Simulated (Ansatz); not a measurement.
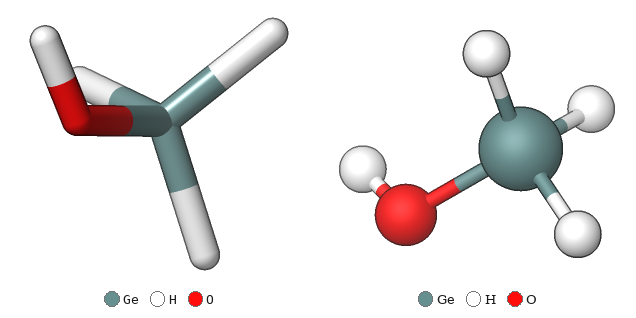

Two views of one molecule.

The computed structure is the end point of a PBE0-D4/def2-TZVP optimisation.

> Which formula does it have?

GeH₄O, 6 atoms: 1 germanium, 4 hydrogen and 1 oxygen.

> Count the bonded pairs by element.

3 Ge–H, 1 Ge–O, 1 O–H. Sticks follow a distance rule.

> What is the point group of this geometry?

Cs.

The parts below concern this one geometry. Atoms keep their numbers from picture to picture.

**Geometry**

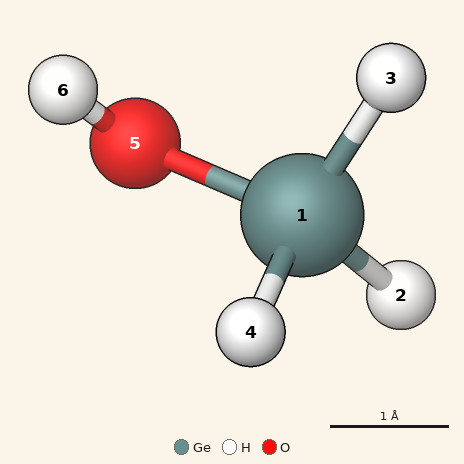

Atoms carry their numbers in the input.

> How are the neighbours of atom 1 arranged?

Ge1 has 4 neighbours (H2 at 1.53, H3 at 1.54, H4 at 1.54, O5 at 1.78 Å); the arrangement is tetrahedral.

> What is the geometry at O5?

O5 has 2 neighbours (Ge1 at 1.78, H6 at 0.96 Å); the arrangement is bent.

**Dipole moment**

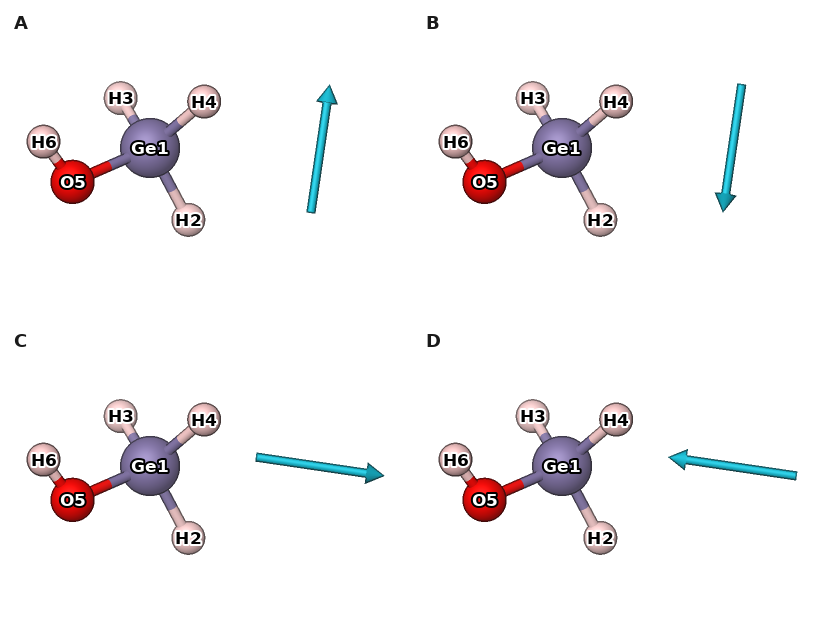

The same molecule four times, each with an arrow. Properties computed with RKS PBE0-D4/def2-TZVP (Ansatz 0.2.0).

> Which arrow points along the dipole moment, from the negative to the positive end?

A. The dipole moment is 1.49 D; it points from the side of H2 to the side of H3, H4 (the outermost atoms at the two ends).

**Charges**

The questions are on Mulliken charges. Method: RKS PBE0-D4/def2-TZVP (Ansatz 0.2.0).

Give the Mulliken charges atom by atom.

```tsv
atom	value (e)
Ge1	0.28
H2	0.01
H3	−0.01
H4	−0.01
O5	−0.57
H6	0.31
```

**Vibrations**

Harmonic vibrations computed with RKS PBE0-D4/def2-TZVP (Ansatz 0.2.0) at a stationary point of the same level.

> How many vibrational modes are there, and where do they lie?

12 modes: 176, 614, 631, 706, 868, 871, 888, 947, 2140, 2143, 2196, 3902 cm⁻¹.

Mulliken values depend strongly on the basis set and can even reverse the polarity of a bond.
